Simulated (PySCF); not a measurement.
**C3H5BCl, doublet, SMILES `Cl[B]C1CC1`: what the electrons do**

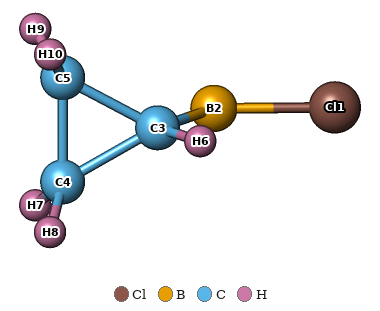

The molecule, with its atoms numbered as below. No frequency check shows the geometry to be a minimum.

Cartesian coordinates (Å):

```
Cl1     -2.0873   -0.0001    0.0477
B2      -0.5179   -0.0003   -0.5668
C3       0.7358    0.0010    0.3365
C4       2.0021    0.7399   -0.0672
C5       2.0017   -0.7406   -0.0663
H6       0.5622    0.0021    1.4132
H7       2.0008    1.2521   -1.0168
H8       2.5370    1.2621    0.7113
H9       2.0003   -1.2539   -1.0153
H10      2.5365   -1.2620    0.7129
```

Part 1: Bonding charge

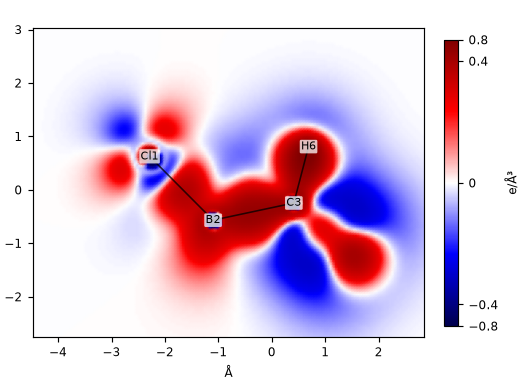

Deformation density (molecule less spherical, spin-averaged free atoms) in the plane of Cl1, B2, C3 and H6; colour scale in e/Å³, logarithmic beyond ±0.1; red: gain, blue: loss.

Computed with PySCF, ωB97X/def2-SVPD, geometry: GFN2-xTB. The stability of the open-shell solution wasn't checked. GFN2-xTB doesn't know the spin state, so this open-shell geometry is rough.

**How much density has each bond in this plane gained at its critical point, relative to the free atoms?**

C3–H6: +0.68 e/Å³ at the bond critical point (bond length 1.09 Å). B2–C3: +0.50 e/Å³ at the bond critical point (bond length 1.54 Å). Cl1–B2: +0.26 e/Å³ at the bond critical point (bond length 1.69 Å). In all, 2.3 electrons gather in the regions of gain relative to the promolecule.

**Where do the Hirshfeld charges lie?**

The highest Hirshfeld charge is on B2 (+0.08 e), the lowest on C3 (−0.13 e).

Part 2: Bond critical points

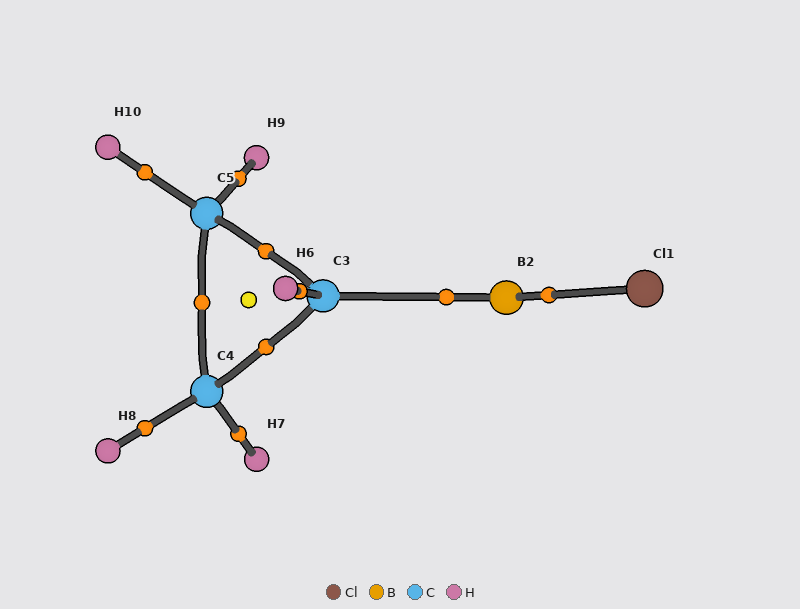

Molecular graph of the electron density (QTAIM): bond paths, bond critical points (orange), ring points (yellow, if any); weak paths are dashed.

**How many critical points of each kind are there, and does the count close?**

10 nuclei, 10 bond, 1 ring and 0 cage critical points: 10 − 10 + 1 − 0 = 1, as the Poincaré–Hopf relation requires.

**Give the properties at the bond critical points.**

```csv
bond,length (Å),ρ (a.u.),∇²ρ (a.u.),ε,H (a.u.)
C4–H7 (2 alike),1.079,0.284,−1.08,0.03,−0.312
C4–H8 (2 alike),1.079,0.283,−1.07,0.03,−0.310
C3–H6,1.091,0.275,−0.99,0.01,−0.292
C4–C5,1.480,0.249,−0.48,0.43,−0.208
C3–C4 (2 alike),1.521,0.226,−0.36,0.70,−0.176
B2–C3,1.545,0.191,−0.18,0.17,−0.211
Cl1–B2,1.685,0.158,+0.19,0.39,−0.146
```

**What kind of interaction is B2–C3?**

Shared-shell (covalent): ρ = 0.191, ∇²ρ = −0.18, H = −0.211 a.u. Its ellipticity of 0.17 shows that the density isn't cylindrical about the bond.

Part 3: Local ionisation energy

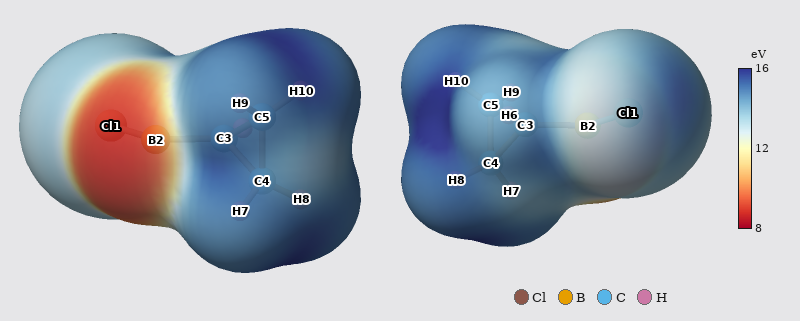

Average local ionisation energy on the surface of electron density 0.001 a.u. (back view left, front view right).

**Where are the most loosely bound electrons on this surface?**

The lowest value is 8.8 eV, 2.3 Å from B2. Further minima include 12.9 eV, 2.1 Å from Cl1; 13.7 eV, off the C4–C5 bond (2.1 Å from its atoms); 14.1 eV, 1.4 Å from H6. For comparison, the highest occupied orbital lies at −8.0 eV.

Part 4: Spin density

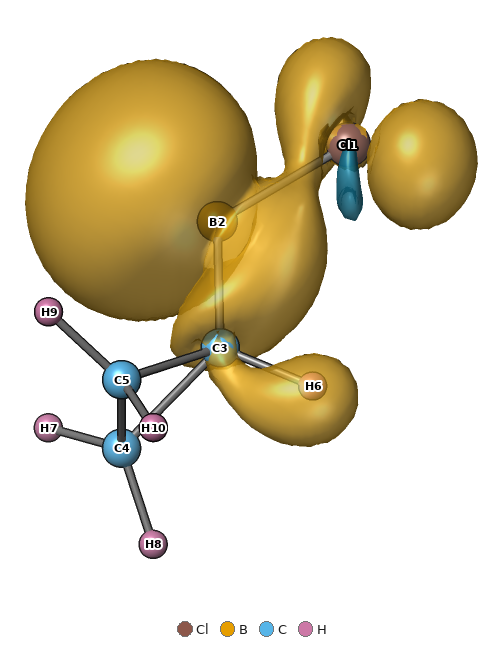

Spin density ρα − ρβ at ±0.01 e/Å³ (yellow: excess α, teal: excess β).

**How is the spin shared among the atoms?**

Hirshfeld spin populations: B2 +0.75, Cl1 +0.13 and C3 +0.07. ⟨S²⟩ = 0.75, as for a pure state.

Part 5: In an electric field

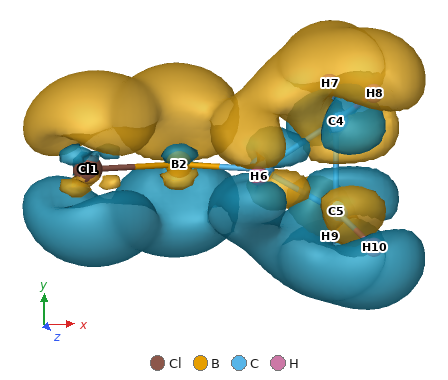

Change of the electron density in a uniform field of 0.41 V/Å, surfaces at ±0.002 e/Å³ (yellow: gain, teal: loss).

Level of theory: ωB97X/def2-TZVP (PySCF), at a geometry from GFN2-xTB. A basis without diffuse functions makes polarisabilities too small. The stability of the open-shell solution wasn't checked. GFN2-xTB doesn't know the spin state, so this open-shell geometry is rough.

The field was applied in both directions; the picture shows the one opposite to the script's first.

**Along which Cartesian direction does the field point?**

Along −y: electrons gather on the +y side, against the field.

**How large is the response?**

The induced dipole is 1.07 D (along the field); α along this axis, from the fields in both directions, is 53 bohr³ (7.8 Å³).

Part 6: Removing or adding an electron

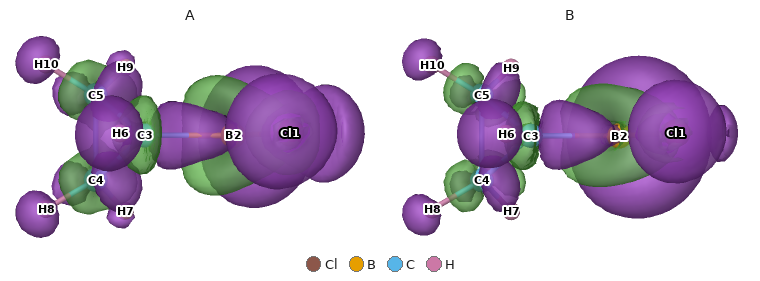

The two Fukui functions at ±0.02 e/Å³ (purple positive, green negative).

Level of theory: B3LYP/6-31G* (PySCF), at a geometry from GFN2-xTB. GFN2-xTB doesn't know the spin state, so this open-shell geometry is rough.

**Which panel is f⁻ (electron removed) and which f⁺ (electron added)?**

A is f⁻, B is f⁺. f⁻ (Hirshfeld-condensed) is largest on B2 (0.38) and Cl1 (0.29); the vertical ionisation energy is 7.75 eV (to the singlet cation, which needn't be its lowest state). f⁺ (Hirshfeld-condensed) is largest on B2 (0.45); the vertical electron affinity is −1.03 eV (to the singlet anion, which needn't be its lowest state; negative, but this basis has no diffuse functions, so it doesn't show that the anion is unbound).
